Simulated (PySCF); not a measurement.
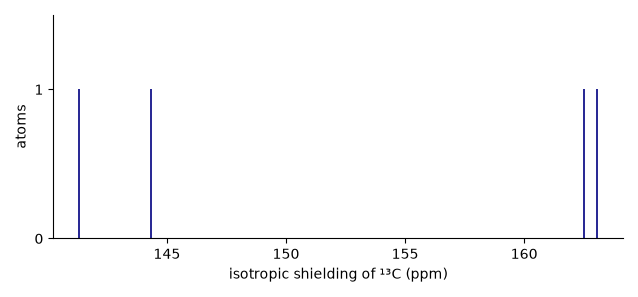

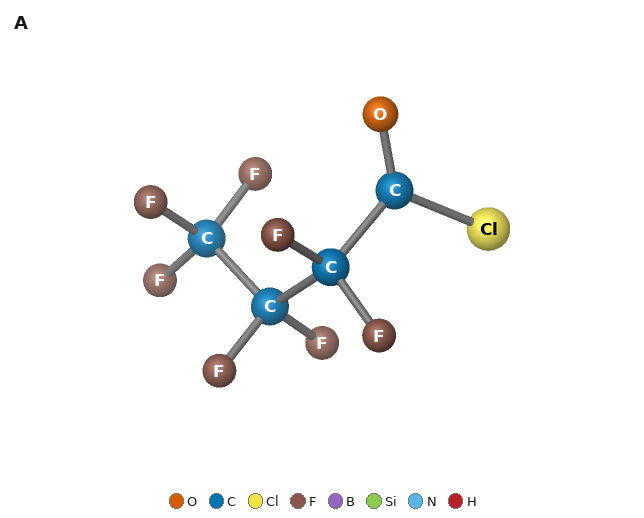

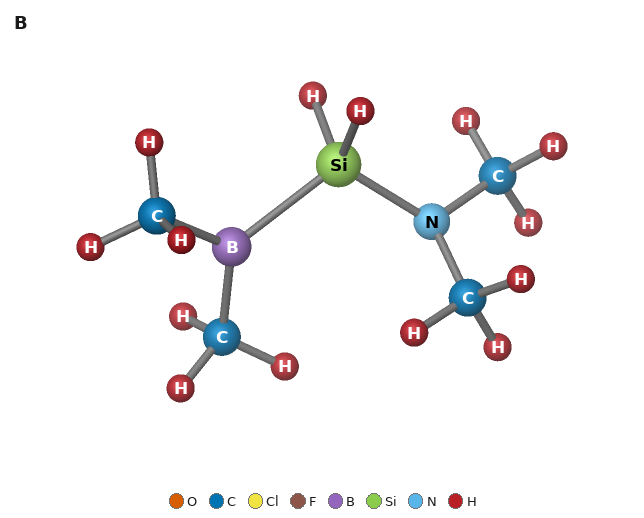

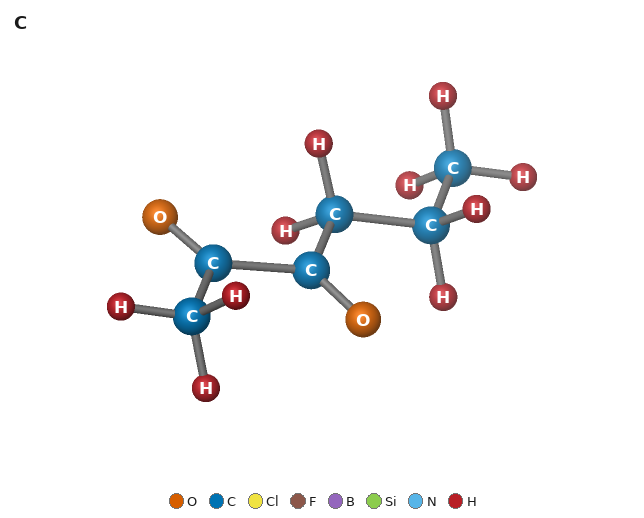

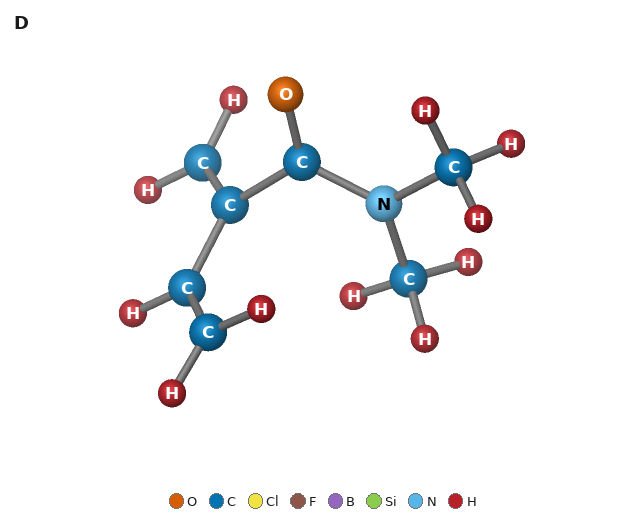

The sticks are computed shieldings of one of the molecules, for one fixed geometry (PBE0-D3(BJ)/def2-SVP) without averaging over rotations. Low shielding means a high chemical shift. Method: GIAO PBE0/pcSseg-1 NMR shielding, non-relativistic, IEF-PCM water (PySCF 2.14.0).

Which molecule gives this pattern?

Answer. B, `CB(C)[SiH2]N(C)C`. Its 4 C atoms give lines at 141.3, 144.3, 162.5, 163.1 ppm.
